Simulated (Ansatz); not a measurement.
# BLYP/def2-SVP run of CH4GeO2 (SMILES O=C[O][GeH3])

What is the electronic atomisation energy of CH4GeO2 at BLYP/def2-SVP? 

Program for the calculation: Ansatz 0.2.0.

53 further runs of the same task are left out: 53 set aside as unsound or not needed. Runs told in other sessions of the task aren't counted.

## 1. The system as given

The species is CH4GeO2 (8 atoms), meant as a singlet with charge 0. As SMILES, `O=C[O][GeH3]`. The coordinates come from a PBE0-D4/def2-TZVP relaxation. This is one conformer, not always the lowest.

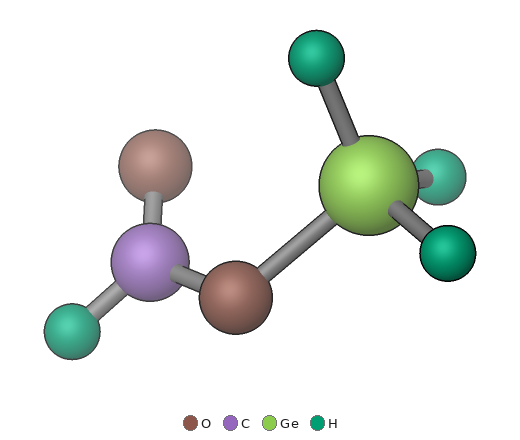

The structure, seen from a chosen angle (oxygen brown, carbon purple, germanium green, hydrogen teal).

## 2. A single-point energy at BLYP/def2-SVP

molecule.yaml

```yaml
crystal:
  periodic: [false, false, false]
  atoms:
    - {symbol: O, position_ang: [1.249800, -0.737800, 1.111600]}
    - {symbol: C, position_ang: [1.395900, 0.277800, 0.484100]}
    - {symbol: O, position_ang: [0.493200, 0.797800, -0.322800]}
    - {symbol: Ge, position_ang: [-1.061900, -0.180000, -0.421000]}
    - {symbol: H, position_ang: [2.310300, 0.889700, 0.516800]}
    - {symbol: H, position_ang: [-1.700900, -0.218500, 0.966900]}
    - {symbol: H, position_ang: [-0.732900, -1.562300, -0.983900]}
    - {symbol: H, position_ang: [-1.861500, 0.676100, -1.407500]}
basis:
  gaussian:
    orbitals: def2-SVP
total_charge: 0
hamiltonian:
  xc: {name: BLYP}
accuracy: high
output:
  orbitals: {seedname: orbitals}
```

The run is started by

```bash
$ ansatz run molecule.yaml --threads 1 --pin off --max-ram 2610MiB --events-out events.jsonl --progress --plain --runs-dir runs
```

Log:

```text
Warning: RAYON_NUM_THREADS=1 ignored (pool sized by the plan → 1); use --threads N
Functional definition: BLYP
  name "BLYP"
  parameter beta = 0.0042
  parameter a = 0.04918
  parameter b = 0.132
  parameter c = 0.2533
  parameter d = 0.349
  exchange = b88_x(beta = beta)
  correlation = lyp_c(a = a, b = b, c = c, d = d)
2075 factors; integrals over basis functions are off by at most 4.6e-9 eV
mean field evaluation 1: about -61697.5928 eV, gradient 6.2e1 eV
mean field evaluation 2: about -61668.5953 eV, gradient 1.3e2 eV
mean field evaluation 4: about -61703.3409 eV, gradient 2.1e1 eV
mean field evaluation 8: about -61704.1296 eV, gradient 2.7e-1 eV
mean field evaluation 16: about -61704.1298 eV, gradient 1.9e-5 eV
mean field -61704.12979292 eV, -2267.5849453285 hartree, gradient 7.9e-8 eV, S^2 0.000000; 0 other end points of the search recorded, 0 dependent functions left out
reference -61704.12984641 eV, -2267.5849472942 hartree; 29, 29 occupied and 65, 65 virtual orbitals, 2075 factors
Total energy: -61704.12984641 eV, -2267.5849472942 hartree
```

Wall time 6.9 s (1 thread of Arm Neoverse V2, shared host); peak memory 0.24 GiB.

## 3. The C atom, same level

molecule.yaml

```yaml
crystal:
  periodic: [false, false, false]
  atoms:
    - {symbol: C, position_ang: [0.000000, 0.000000, 0.000000]}
basis:
  gaussian:
    orbitals: def2-SVP
magnetization:
  spin_polarized: true
  initial_magnetization: 2
hamiltonian:
  xc: {name: BLYP}
accuracy: high
```

Run the same way, it converges to -37.80070 Eh (log not shown).

## 4. The Ge atom

job.yaml

```yaml
crystal:
  periodic: [false, false, false]
  atoms:
    - {symbol: Ge, position_ang: [0.000000, 0.000000, 0.000000]}
basis:
  gaussian:
    orbitals: def2-SVP
magnetization:
  spin_polarized: true
  initial_magnetization: 2
hamiltonian:
  xc: {name: BLYP}
accuracy: high
```

The run is started by

```bash
$ ansatz run job.yaml --threads 1 --pin off --max-ram 2610MiB --events-out events.jsonl --progress --plain --runs-dir runs
```

Log:

```text
Warning: RAYON_NUM_THREADS=1 ignored (pool sized by the plan → 1); use --threads N
[... 9 set-up lines as earlier in the session ...]
315 factors; integrals over basis functions are off by at most 3.9e-9 eV
mean field evaluation 1: about -56510.2401 eV, gradient 9.8e0 eV
mean field evaluation 2: about -56510.1967 eV, gradient 1.1e1 eV
mean field evaluation 4: about -56510.4216 eV, gradient 7.3e-1 eV
mean field evaluation 8: about -56510.4259 eV, gradient 2.8e-4 eV
mean field evaluation 16: about -56510.4259 eV, gradient 1.6e-8 eV
mean field evaluation 32: about -56510.4259 eV, gradient 4.9e-4 eV
mean field -56510.42585951 eV, -2076.7198461947 hartree, gradient 4.6e-9 eV, S^2 2.001302; 2 other end points of the search recorded, 0 dependent functions left out
reference -56510.42588931 eV, -2076.7198472897 hartree; 17, 15 occupied and 15, 17 virtual orbitals, 315 factors
Total energy: -56510.42588931 eV, -2076.7198472897 hartree
```

Wall time 1.8 s (1 thread of Arm Neoverse V2, shared host); peak memory 0.091 GiB.

## 5. The H atom at the same level

job.yaml

```yaml
crystal:
  periodic: [false, false, false]
  atoms:
    - {symbol: H, position_ang: [0.000000, 0.000000, 0.000000]}
basis:
  gaussian: {orbitals: def2-SVP}
magnetization: {spin_polarized: true, initial_magnetization: 1}
hamiltonian: {xc: {name: BLYP}}
accuracy: high
```

Run the same way, it converges to -0.49640 Eh (log not shown).

## 6. The O atom at the same level

molecule.yaml

```yaml
crystal:
  periodic: [false, false, false]
  atoms:
    - {symbol: O, position_ang: [0.000000, 0.000000, 0.000000]}
basis:
  gaussian: {orbitals: def2-SVP}
magnetization: {spin_polarized: true, initial_magnetization: 2}
hamiltonian: {xc: {name: BLYP}}
accuracy: high
```

Run the same way, it converges to -74.98782 Eh (log not shown).

## 7. Summary of results

Level: BLYP/def2-SVP.

```
                     quantity           value
       molecule: total energy  -2267.58495 Eh
        molecule: HOMO energy        -6.36 eV
        molecule: LUMO energy        -0.80 eV
      molecule: HOMO–LUMO gap         5.56 eV
         C atom: total energy    -37.80070 Eh
                 C atom: ⟨S²⟩           2.002
        Ge atom: total energy  -2076.71985 Eh
                Ge atom: ⟨S²⟩           2.001
         H atom: total energy     -0.49640 Eh
                 H atom: ⟨S²⟩           0.750
         O atom: total energy    -74.98782 Eh
                 O atom: ⟨S²⟩           2.002
electronic atomisation energy       30.018 eV
```

What this shows: Taking the molecule apart into free atoms costs 30.02 eV (692 kcal/mol), before zero-point energy and without spin-orbit coupling.
